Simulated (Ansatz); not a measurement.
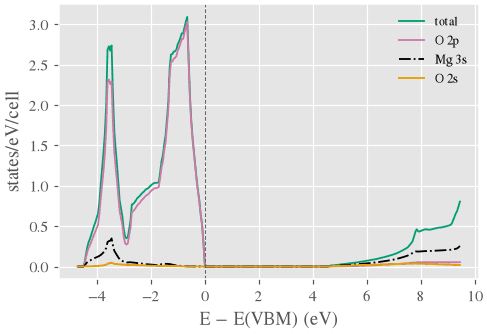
Figure. Total and projected density of states of MgO (rock salt, Fm-3m), PBE in the plane-wave PAW code Ansatz

Q: Which orbitals carry the states next to the gap?

A: Top 1 eV of the valence band: O 2p 98 %. Bottom 1 eV of the conduction band: Mg 3s 56 %, O 2s 34 %, O 2p 9 %. Projections are on Löwdin-orthogonalised atomic valence shells; empty p or d shells of many metals are not among them.

Q: Where is the tallest occupied peak in this window, and what makes it?

A: Near -0.6 eV, about 3.1 states/eV per cell; the largest projected share is O 2p.

The PBE relaxation kept the symmetry of its start.

Potentials: the earlier of the program's two PAW sets.
